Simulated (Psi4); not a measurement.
# [OF2]+ (SMILES F[O+]F) at UPBE/def2-TZVPD (sweep point 3)

What is the vertical electron affinity of [OF2]+ at UPBE/def2-TZVPD (sweep point 3)? 

The results are computed with Psi4 1.11.

4 further runs of the same task are left out: 4 set aside as unsound or not needed.

## 1. Starting point

[OF2]+: 3 atoms, total charge +1, spin state doublet. As SMILES, `F[O+]F`. Geometry: relaxed at GFN2-xTB.

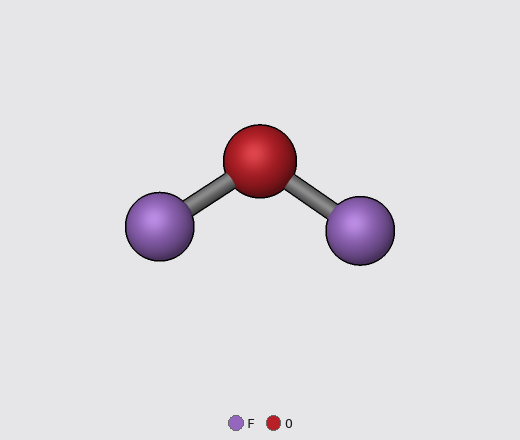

The structure, seen from a chosen angle (fluorine purple, oxygen red).

## 2. The energy at UPBE/def2-TZVPD (sweep point 3)

Contents of job.in:

```
memory 1.6 GB

molecule {
  1 2
  F      1.75427056    -0.56572731     0.90506543
  O      0.00113384     0.91636599     0.10096807
  F     -1.75540439    -0.35061979    -1.00605239
  units au
  symmetry c1
}

set reference uks
set puream true
set scf_type pk
set dft_radial_points 35
set dft_spherical_points 110
set maxiter 150

energy("pbe/def2-TZVPD")
print_variables()
```

Launch:

```sh
$ psi4 -n 1 job.in job.out
```

job.out:

```text
[...]
  Running in c1 symmetry.
[...]
  Nuclear repulsion =   79.441141833396102
[...]
  Multiplicity = 2
[...]
  Nalpha       = 13
  Nbeta        = 12
[...]
    Number of basis functions: 120
[...]
   @UKS iter   1:  -274.02989543437275    5.05342e-01   3.35634e-03 ADIIS/DIIS
[...]
   @UKS iter   9:  -274.08512009066482   -1.46288e-08   2.94180e-07 DIIS
[...]
   @S^2 Observed:                7.514759259E-01
[...]
    Orbital Energies [Eh]
    ---------------------
    Alpha Occupied:
       1A    -24.762254     2A    -24.762232     3A    -19.439197
       4A     -1.738997     5A     -1.578951     6A     -1.245979
       7A     -1.008893     8A     -0.948636     9A     -0.941743
      10A     -0.809153    11A     -0.775274    12A     -0.767726
      13A     -0.688772
    Alpha Virtual:
      14A     -0.476772    15A     -0.414852    16A     -0.193422
      17A     -0.135419    18A     -0.130056    19A     -0.129362
      20A     -0.063723    21A     -0.059577    22A     -0.052891
      23A     -0.045791    24A     -0.043458    25A      0.025024
[...]
  @UKS Final Energy:  -274.08512009066482
   => Energetics <=
    Nuclear Repulsion Energy =             79.4411418333961024
    One-Electron Energy =                -528.5573282083920503
    Two-Electron Energy =                 203.7058640502210380
    DFT Exchange-Correlation Energy =     -28.6747977658899202
    Empirical Dispersion Energy =           0.0000000000000000
    VV10 Nonlocal Energy =                  0.0000000000000000
    Total Energy =                       -274.0851200906648160
[...]
 Multipole Moments:
 ------------------------------------------------------------------------------------
     Multipole            Electronic (a.u.)      Nuclear  (a.u.)        Total (a.u.)
 ------------------------------------------------------------------------------------
 L = 1.  Multiply by 2.5417464519 to convert [e a0] to [Debye]
 Dipole X            :         -0.0138227            0.0222006            0.0083779
 Dipole Y            :         -0.2545465            0.4108900            0.1563435
 Dipole Z            :          0.0000000           -0.0000000            0.0000000
 Magnitude           :                                                    0.1565678
[...]
```

Run time: 4.8 s. Hardware: 1 thread of Intel Xeon Platinum 8488C (Sapphire Rapids), shared host; peak memory 0.63 GiB.

## 3. Singlet neutral OF2, same level

Contents of calc.dat:

```
memory 1600 MB

molecule {
  0 1
  F      1.75427056    -0.56572731     0.90506543
  O      0.00113384     0.91636599     0.10096807
  F     -1.75540439    -0.35061979    -1.00605239
  units bohr
  symmetry c1
}

set basis def2-TZVPD
set reference rks
set puream true
set scf_type pk
set dft_radial_points 35
set dft_spherical_points 110

e_tot, wfn = energy('pbe', return_wfn=True)
```

Launch:

```sh
$ psi4 -n 1 calc.dat calc.out
```

calc.out:

```text
[...]
  Running in c1 symmetry.
[...]
  Nuclear repulsion =   79.441141833396102
[...]
  Multiplicity = 1
[...]
  Nalpha       = 13
  Nbeta        = 13
[...]
    Number of basis functions: 120
[...]
   @RKS iter   1:  -274.49078337110706    4.44545e-02   2.80859e-03 ADIIS/DIIS
[...]
   @RKS iter   7:  -274.51998594918427   -2.51237e-08   3.76403e-07 DIIS
[...]
    Orbital Energies [Eh]
    ---------------------
    Doubly Occupied:
       1A    -24.344092     2A    -24.344065     3A    -18.945726
       4A     -1.324505     5A     -1.181591     6A     -0.836189
       7A     -0.614404     8A     -0.545451     9A     -0.521752
      10A     -0.411833    11A     -0.400959    12A     -0.381446
      13A     -0.245824
[...]
  @RKS Final Energy:  -274.51998594918427
   => Energetics <=
    Nuclear Repulsion Energy =             79.4411418333961024
    One-Electron Energy =                -538.9342138483648341
    Two-Electron Energy =                 214.1303819526135328
    DFT Exchange-Correlation Energy =     -29.1572958868290755
    Empirical Dispersion Energy =           0.0000000000000000
    VV10 Nonlocal Energy =                  0.0000000000000000
    Total Energy =                       -274.5199859491842744
[...]
 Multipole Moments:
 ------------------------------------------------------------------------------------
     Multipole            Electronic (a.u.)      Nuclear  (a.u.)        Total (a.u.)
 ------------------------------------------------------------------------------------
 L = 1.  Multiply by 2.5417464519 to convert [e a0] to [Debye]
 Dipole X            :         -0.0219979            0.0222006            0.0002027
 Dipole Y            :         -0.4062048            0.4108900            0.0046852
 Dipole Z            :         -0.0000000           -0.0000000           -0.0000000
 Magnitude           :                                                    0.0046896
[...]
```

It took 4.2 s on 1 thread of Intel Xeon Platinum 8488C (Sapphire Rapids), shared host; peak memory 0.63 GiB.

## 4. Outcome

Level: UPBE/def2-TZVPD (sweep point 3).

```
                                           quantity          value
                       doublet [OF2]+: total energy  -274.08512 Eh
 doublet [OF2]+: HOMO energy (highest over α and β)      -18.74 eV
  doublet [OF2]+: LUMO energy (lowest over α and β)      -17.04 eV
                               doublet [OF2]+: ⟨S²⟩          0.751
                  singlet neutral OF2: total energy  -274.51999 Eh
                 singlet neutral OF2: dipole moment         0.01 D
                   singlet neutral OF2: HOMO energy       -6.69 eV
                   singlet neutral OF2: LUMO energy       -1.88 eV
                 singlet neutral OF2: HOMO–LUMO gap        4.81 eV
vertical electron affinity (to the singlet neutral)      11.833 eV
```

**Reading.** At fixed nuclei the extra electron is bound by 11.83 eV (273 kcal/mol).
